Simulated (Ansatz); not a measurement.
**Run report: B$_{2}$H$_{2}$OF, geometry relaxation (part 1 of 2)**

The run: geometry relaxation of B$_{2}$H$_{2}$OF, multiplicity 2. Method and program: UKS PBE0-D4/def2-TZVP (Ansatz 0.2.0).

Figures and captions count atoms from 1; the log counts them from 0 in places.

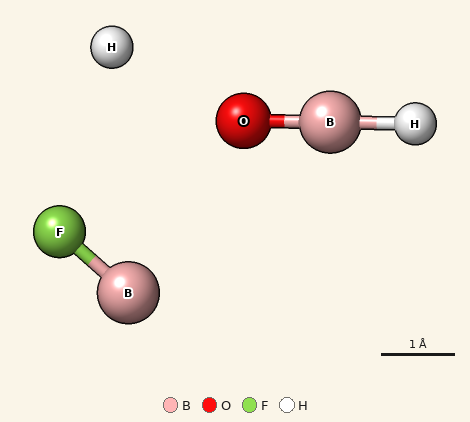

The starting structure (ball-and-stick view, seen at a tilt). Bond lengths as drawn: B–F 1.28 Å, B–H 1.19 Å and B–O 1.21 Å.

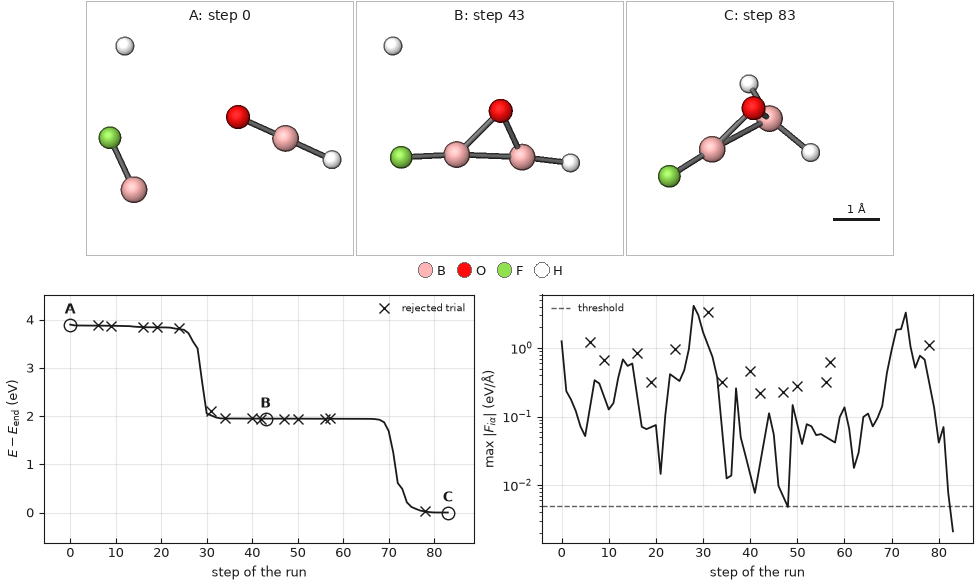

Frames of the relaxation (ball-and-stick view, seen at a tilt) above the curves, on which the letters mark them (the first geometry is step 0 here and step 1 in the log).

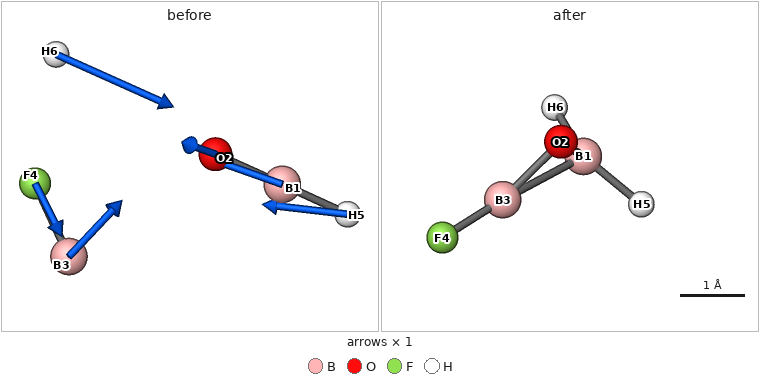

Before (left) and after (right) the relaxation, at one scale (ball-and-stick view, seen at a tilt). The blue arrows give the displacements, at true length. The atom that moves furthest after the best rigid fit is H6 (2.03 Å). By element the largest moves are H 2.03 Å, B 1.34 Å, F 0.95 Å, O 0.91 Å. Among the contacts that change: B1–H6 4.230 → 1.195 Å, B1–B3 3.734 → 1.867 Å, O2–B3 2.917 → 1.304 Å, B1–O2 1.214 → 1.484 Å. New bonds form: B1–B3 (3.73 → 1.87 Å), B1–H6 (4.23 → 1.20 Å), O2–B3 (2.92 → 1.30 Å). Among the angles that change: O2–B1–H5 179.6° → 117.1°. After 83 geometry steps the energy has fallen by 3.897 eV. The largest force component goes from 1.3 to 0.0021 eV/Å. The line search rejected the trial steps at points 6, 9, 16, 19, 24, 31, 34, 40 and more (counted from 0) and went back. (Atoms are counted from 1 in the order of the input.)

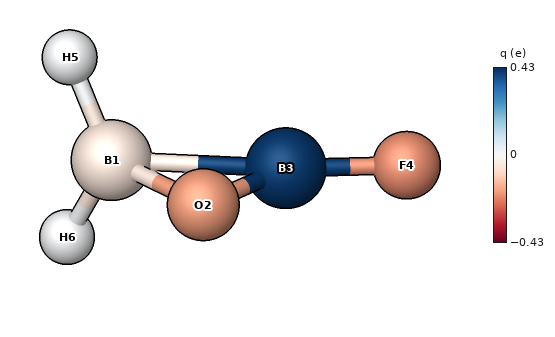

Mulliken charges, as the colour of each atom (ball-and-stick view, seen at a tilt; atoms are numbered from 1 in the order of the input). By element: B −0.05 to +0.41, O −0.18, F −0.20 and H +0.01 e.

The input and output of the run follow.

### Input
```yaml
crystal:
  periodic: [false, false, false]
  atoms:
    - {symbol: B, position_ang: [-0.468682, 0.805663, -1.587100]}
    - {symbol: O, position_ang: [-0.489707, 0.545998, -0.401875]}
    - {symbol: B, position_ang: [1.897509, 0.062384, 1.204023]}
    - {symbol: F, position_ang: [1.046989, -0.115539, 2.137279]}
    - {symbol: H, position_ang: [-0.441528, 1.056749, -2.752140]}
    - {symbol: H, position_ang: [-1.367763, -2.177302, 1.273411]}
basis:
  gaussian: {orbitals: def2-TZVP}
magnetization: {spin_polarized: true, initial_magnetization: 1}
hamiltonian: {xc: pbe0, dispersion: d4}
relax: {f_tol: 0.005, max_steps: 200}
```

Launched with:
```bash
ansatz run in.yaml --threads 2 --pin off --events-out ev --progress --plain --max-ram 4352MiB
```

### Log
```
Functional definition: PBE0
  name "PBE0"
  cite "Adamo & Barone, J. Chem. Phys. 110, 6158 (1999) doi:10.1063/1.478522"
  cite "Perdew, Burke & Ernzerhof, Phys. Rev. Lett. 77, 3865 (1996) doi:10.1103/PhysRevLett.77.3865"
  parent pbe
  parameter a = 0.25
  parameter kappa = 0.804
  parameter beta = 0.06672455060314922
  exchange = (1 - a)*pbe_x(kappa = kappa, mu = beta*pi^2/3) + a*exact_x
  correlation = pbe_c(beta = beta)
733 factors; their error is unknown
mean field evaluation 1: about -6136.0875 eV, gradient 4.2e1 eV
mean field evaluation 2: about -6107.6557 eV, gradient 9.3e1 eV
mean field evaluation 4: about -6141.7943 eV, gradient 6.3e0 eV
mean field evaluation 8: about -6141.9029 eV, gradient 4.6e-2 eV
mean field evaluation 16: about -6141.9216 eV, gradient 8.2e-5 eV
mean field -6141.92156177 eV, -225.7114542512 hartree, gradient 8.2e-5 eV, S^2 0.750009; 2 other end points of the search recorded, 0 dependent functions left out
the calculation of the forces begins
reference -6141.92159868 eV, -225.7114556074 hartree; 15, 14 occupied and 121, 122 virtual orbitals, 733 factors
relax step   1: F+E_penalty+E_count = -6141.98213641 eV  Δ(F+E_penalty+E_count) = +0.000e0 eV  max|allowed force component| = 1.252e0 eV/Å  Δτ_max = 0.0000 Å  (46 SCF iters, accepted)
these checks for a lower state are left out or cut short: starts, cluster_reference, orbital_swaps, neighbouring_geometries, increment
733 factors; their error is unknown
mean field -6141.94015778 eV, -225.7121376420 hartree, gradient 1.2e-5 eV, S^2 0.750008; 0 other end points of the search recorded, 0 dependent functions left out
the calculation of the forces begins
reference -6141.94019476 eV, -225.7121390008 hartree; 15, 14 occupied and 121, 122 virtual orbitals, 733 factors
relax step   2: F+E_penalty+E_count = -6141.99999791 eV  Δ(F+E_penalty+E_count) = -1.786e-2 eV  max|allowed force component| = 2.348e-1 eV/Å  Δτ_max = 0.0482 Å  (39 SCF iters, accepted)
[... from here on the SCF iterations and repeated set-up lines of each step are left out, up to the last step ...]
relax step   3: F+E_penalty+E_count = -6142.00124445 eV  Δ(F+E_penalty+E_count) = -1.247e-3 eV  max|allowed force component| = 1.767e-1 eV/Å  Δτ_max = 0.0434 Å  (40 SCF iters, accepted)
relax step   4: F+E_penalty+E_count = -6142.00208823 eV  Δ(F+E_penalty+E_count) = -8.438e-4 eV  max|allowed force component| = 1.211e-1 eV/Å  Δτ_max = 0.0241 Å  (40 SCF iters, accepted)
relax step   5: F+E_penalty+E_count = -6142.00333821 eV  Δ(F+E_penalty+E_count) = -1.250e-3 eV  max|allowed force component| = 7.196e-2 eV/Å  Δτ_max = 0.0488 Å  (40 SCF iters, accepted)
relax step   6: F+E_penalty+E_count = -6142.00351658 eV  Δ(F+E_penalty+E_count) = -1.784e-4 eV  max|allowed force component| = 5.191e-2 eV/Å  Δτ_max = 0.0164 Å  (39 SCF iters, accepted)
relax step   7: F+E_penalty+E_count = -6141.99635162 eV  Δ(F+E_penalty+E_count) = +7.165e-3 eV  max|allowed force component| = 1.211e0 eV/Å  Δτ_max = 0.1958 Å  (45 SCF iters, rejected (line search))
relax step   8: F+E_penalty+E_count = -6142.00497399 eV  Δ(F+E_penalty+E_count) = -1.457e-3 eV  max|allowed force component| = 3.384e-1 eV/Å  Δτ_max = 0.0955 Å  (40 SCF iters, accepted)
relax step   9: F+E_penalty+E_count = -6142.00629131 eV  Δ(F+E_penalty+E_count) = -1.317e-3 eV  max|allowed force component| = 3.033e-1 eV/Å  Δτ_max = 0.0490 Å  (38 SCF iters, accepted)
relax step  10: F+E_penalty+E_count = -6142.00556308 eV  Δ(F+E_penalty+E_count) = +7.282e-4 eV  max|allowed force component| = 6.617e-1 eV/Å  Δτ_max = 0.1448 Å  (45 SCF iters, rejected (line search))
relax step  11: F+E_penalty+E_count = -6142.00841580 eV  Δ(F+E_penalty+E_count) = -2.124e-3 eV  max|allowed force component| = 1.268e-1 eV/Å  Δτ_max = 0.0487 Å  (38 SCF iters, accepted)
relax step  12: F+E_penalty+E_count = -6142.01051731 eV  Δ(F+E_penalty+E_count) = -2.102e-3 eV  max|allowed force component| = 1.573e-1 eV/Å  Δτ_max = 0.0731 Å  (39 SCF iters, accepted)
relax step  13: F+E_penalty+E_count = -6142.01321600 eV  Δ(F+E_penalty+E_count) = -2.699e-3 eV  max|allowed force component| = 3.653e-1 eV/Å  Δτ_max = 0.1105 Å  (41 SCF iters, accepted)
relax step  14: F+E_penalty+E_count = -6142.01431604 eV  Δ(F+E_penalty+E_count) = -1.100e-3 eV  max|allowed force component| = 6.817e-1 eV/Å  Δτ_max = 0.1467 Å  (46 SCF iters, accepted)
relax step  15: F+E_penalty+E_count = -6142.02490929 eV  Δ(F+E_penalty+E_count) = -1.059e-2 eV  max|allowed force component| = 5.473e-1 eV/Å  Δτ_max = 0.1253 Å  (41 SCF iters, accepted)
relax step  16: F+E_penalty+E_count = -6142.03113000 eV  Δ(F+E_penalty+E_count) = -6.221e-3 eV  max|allowed force component| = 5.927e-1 eV/Å  Δτ_max = 0.1646 Å  (37 SCF iters, accepted)
relax step  17: F+E_penalty+E_count = -6142.03058601 eV  Δ(F+E_penalty+E_count) = +5.440e-4 eV  max|allowed force component| = 8.372e-1 eV/Å  Δτ_max = 0.0844 Å  (39 SCF iters, rejected (line search))
relax step  18: F+E_penalty+E_count = -6142.03812505 eV  Δ(F+E_penalty+E_count) = -6.995e-3 eV  max|allowed force component| = 7.104e-2 eV/Å  Δτ_max = 0.0416 Å  (39 SCF iters, accepted)
relax step  19: F+E_penalty+E_count = -6142.03848755 eV  Δ(F+E_penalty+E_count) = -3.625e-4 eV  max|allowed force component| = 6.559e-2 eV/Å  Δτ_max = 0.0067 Å  (42 SCF iters, accepted)
relax step  20: F+E_penalty+E_count = -6142.03823910 eV  Δ(F+E_penalty+E_count) = +2.484e-4 eV  max|allowed force component| = 3.222e-1 eV/Å  Δτ_max = 0.1464 Å  (46 SCF iters, rejected (line search))
relax step  21: F+E_penalty+E_count = -6142.04092454 eV  Δ(F+E_penalty+E_count) = -2.437e-3 eV  max|allowed force component| = 7.525e-2 eV/Å  Δτ_max = 0.0724 Å  (40 SCF iters, accepted)
relax step  22: F+E_penalty+E_count = -6142.04184239 eV  Δ(F+E_penalty+E_count) = -9.179e-4 eV  max|allowed force component| = 1.459e-2 eV/Å  Δτ_max = 0.0507 Å  (40 SCF iters, accepted)
relax step  23: F+E_penalty+E_count = -6142.04554634 eV  Δ(F+E_penalty+E_count) = -3.704e-3 eV  max|allowed force component| = 1.054e-1 eV/Å  Δτ_max = 0.1077 Å  (40 SCF iters, accepted)
relax step  24: F+E_penalty+E_count = -6142.06457523 eV  Δ(F+E_penalty+E_count) = -1.903e-2 eV  max|allowed force component| = 4.148e-1 eV/Å  Δτ_max = 0.1133 Å  (40 SCF iters, accepted)
relax step  25: F+E_penalty+E_count = -6142.05703699 eV  Δ(F+E_penalty+E_count) = +7.538e-3 eV  max|allowed force component| = 9.728e-1 eV/Å  Δτ_max = 0.1111 Å  (46 SCF iters, rejected (line search))
relax step  26: F+E_penalty+E_count = -6142.09066377 eV  Δ(F+E_penalty+E_count) = -2.609e-2 eV  max|allowed force component| = 3.296e-1 eV/Å  Δτ_max = 0.0544 Å  (41 SCF iters, accepted)
relax step  27: F+E_penalty+E_count = -6142.16097228 eV  Δ(F+E_penalty+E_count) = -7.031e-2 eV  max|allowed force component| = 4.705e-1 eV/Å  Δτ_max = 0.0984 Å  (41 SCF iters, accepted)
relax step  28: F+E_penalty+E_count = -6142.33604669 eV  Δ(F+E_penalty+E_count) = -1.751e-1 eV  max|allowed force component| = 9.649e-1 eV/Å  Δτ_max = 0.1474 Å  (46 SCF iters, accepted)
relax step  29: F+E_penalty+E_count = -6142.47726300 eV  Δ(F+E_penalty+E_count) = -1.412e-1 eV  max|allowed force component| = 4.116e0 eV/Å  Δτ_max = 0.1460 Å  (45 SCF iters, accepted)
relax step  30: F+E_penalty+E_count = -6143.17606666 eV  Δ(F+E_penalty+E_count) = -6.988e-1 eV  max|allowed force component| = 3.004e0 eV/Å  Δτ_max = 0.1918 Å  (41 SCF iters, accepted)
relax step  31: F+E_penalty+E_count = -6143.82535582 eV  Δ(F+E_penalty+E_count) = -6.493e-1 eV  max|allowed force component| = 1.698e0 eV/Å  Δτ_max = 0.1323 Å  (41 SCF iters, accepted)
relax step  32: F+E_penalty+E_count = -6143.78249847 eV  Δ(F+E_penalty+E_count) = +4.286e-2 eV  max|allowed force component| = 3.289e0 eV/Å  Δτ_max = 0.1134 Å  (41 SCF iters, rejected (line search))
relax step  33: F+E_penalty+E_count = -6143.90689534 eV  Δ(F+E_penalty+E_count) = -8.154e-2 eV  max|allowed force component| = 7.409e-1 eV/Å  Δτ_max = 0.0567 Å  (33 SCF iters, accepted)
relax step  34: F+E_penalty+E_count = -6143.92685478 eV  Δ(F+E_penalty+E_count) = -1.996e-2 eV  max|allowed force component| = 3.744e-1 eV/Å  Δτ_max = 0.0499 Å  (34 SCF iters, accepted)
relax step  35: F+E_penalty+E_count = -6143.92509787 eV  Δ(F+E_penalty+E_count) = +1.757e-3 eV  max|allowed force component| = 3.139e-1 eV/Å  Δτ_max = 0.0599 Å  (35 SCF iters, rejected (line search))
relax step  36: F+E_penalty+E_count = -6143.92973540 eV  Δ(F+E_penalty+E_count) = -2.881e-3 eV  max|allowed force component| = 1.256e-2 eV/Å  Δτ_max = 0.0297 Å  (35 SCF iters, accepted)
relax step  37: F+E_penalty+E_count = -6143.92993158 eV  Δ(F+E_penalty+E_count) = -1.962e-4 eV  max|allowed force component| = 1.382e-2 eV/Å  Δτ_max = 0.0117 Å  (37 SCF iters, accepted)
relax step  38: F+E_penalty+E_count = -6143.93038570 eV  Δ(F+E_penalty+E_count) = -4.541e-4 eV  max|allowed force component| = 2.580e-1 eV/Å  Δτ_max = 0.1098 Å  (34 SCF iters, accepted)
relax step  39: F+E_penalty+E_count = -6143.93112570 eV  Δ(F+E_penalty+E_count) = -7.400e-4 eV  max|allowed force component| = 4.955e-2 eV/Å  Δτ_max = 0.0102 Å  (37 SCF iters, accepted)
relax step  40: F+E_penalty+E_count = -6143.93148744 eV  Δ(F+E_penalty+E_count) = -3.617e-4 eV  max|allowed force component| = 2.703e-2 eV/Å  Δτ_max = 0.0389 Å  (36 SCF iters, accepted)
relax step  41: F+E_penalty+E_count = -6143.92900692 eV  Δ(F+E_penalty+E_count) = +2.481e-3 eV  max|allowed force component| = 4.584e-1 eV/Å  Δτ_max = 0.1493 Å  (42 SCF iters, rejected (line search))
relax step  42: F+E_penalty+E_count = -6143.93187544 eV  Δ(F+E_penalty+E_count) = -3.880e-4 eV  max|allowed force component| = 7.720e-3 eV/Å  Δτ_max = 0.0484 Å  (36 SCF iters, accepted)
relax step  43: F+E_penalty+E_count = -6143.93162607 eV  Δ(F+E_penalty+E_count) = +2.494e-4 eV  max|allowed force component| = 2.203e-1 eV/Å  Δτ_max = 0.0976 Å  (35 SCF iters, rejected (line search))
relax step  44: F+E_penalty+E_count = -6143.93215051 eV  Δ(F+E_penalty+E_count) = -2.751e-4 eV  max|allowed force component| = 4.602e-2 eV/Å  Δτ_max = 0.0472 Å  (37 SCF iters, accepted)
relax step  45: F+E_penalty+E_count = -6143.93222508 eV  Δ(F+E_penalty+E_count) = -7.457e-5 eV  max|allowed force component| = 1.118e-1 eV/Å  Δτ_max = 0.0487 Å  (35 SCF iters, accepted)
relax step  46: F+E_penalty+E_count = -6143.93238610 eV  Δ(F+E_penalty+E_count) = -1.610e-4 eV  max|allowed force component| = 5.500e-2 eV/Å  Δτ_max = 0.0028 Å  (30 SCF iters, accepted)
relax step  47: F+E_penalty+E_count = -6143.93256301 eV  Δ(F+E_penalty+E_count) = -1.769e-4 eV  max|allowed force component| = 9.758e-3 eV/Å  Δτ_max = 0.0239 Å  (38 SCF iters, accepted)
relax step  48: F+E_penalty+E_count = -6143.93210335 eV  Δ(F+E_penalty+E_count) = +4.597e-4 eV  max|allowed force component| = 2.266e-1 eV/Å  Δτ_max = 0.1053 Å  (36 SCF iters, rejected (line search))
relax step  49: F+E_penalty+E_count = -6143.93258254 eV  Δ(F+E_penalty+E_count) = -1.953e-5 eV  max|allowed force component| = 4.818e-3 eV/Å  Δτ_max = 0.0029 Å  (27 SCF iters, accepted)
relax step  50: F+E_penalty+E_count = -6143.93271564 eV  Δ(F+E_penalty+E_count) = -1.331e-4 eV  max|allowed force component| = 1.473e-1 eV/Å  Δτ_max = 0.0818 Å  (36 SCF iters, accepted)
relax step  51: F+E_penalty+E_count = -6143.93238245 eV  Δ(F+E_penalty+E_count) = +3.332e-4 eV  max|allowed force component| = 2.765e-1 eV/Å  Δτ_max = 0.0958 Å  (37 SCF iters, rejected (line search))
relax step  52: F+E_penalty+E_count = -6143.93329154 eV  Δ(F+E_penalty+E_count) = -5.759e-4 eV  max|allowed force component| = 3.982e-2 eV/Å  Δτ_max = 0.0465 Å  (39 SCF iters, accepted)
relax step  53: F+E_penalty+E_count = -6143.93351734 eV  Δ(F+E_penalty+E_count) = -2.258e-4 eV  max|allowed force component| = 7.742e-2 eV/Å  Δτ_max = 0.0633 Å  (36 SCF iters, accepted)
relax step  54: F+E_penalty+E_count = -6143.93395015 eV  Δ(F+E_penalty+E_count) = -4.328e-4 eV  max|allowed force component| = 7.206e-2 eV/Å  Δτ_max = 0.0770 Å  (38 SCF iters, accepted)
relax step  55: F+E_penalty+E_count = -6143.93429406 eV  Δ(F+E_penalty+E_count) = -3.439e-4 eV  max|allowed force component| = 5.362e-2 eV/Å  Δτ_max = 0.1116 Å  (37 SCF iters, accepted)
relax step  56: F+E_penalty+E_count = -6143.93449885 eV  Δ(F+E_penalty+E_count) = -2.048e-4 eV  max|allowed force component| = 5.561e-2 eV/Å  Δτ_max = 0.0323 Å  (37 SCF iters, accepted)
relax step  57: F+E_penalty+E_count = -6143.93349504 eV  Δ(F+E_penalty+E_count) = +1.004e-3 eV  max|allowed force component| = 3.175e-1 eV/Å  Δτ_max = 0.1501 Å  (38 SCF iters, rejected (line search))
relax step  58: F+E_penalty+E_count = -6143.91822569 eV  Δ(F+E_penalty+E_count) = +1.627e-2 eV  max|allowed force component| = 6.160e-1 eV/Å  Δτ_max = 0.0275 Å  (36 SCF iters, rejected (line search))
```
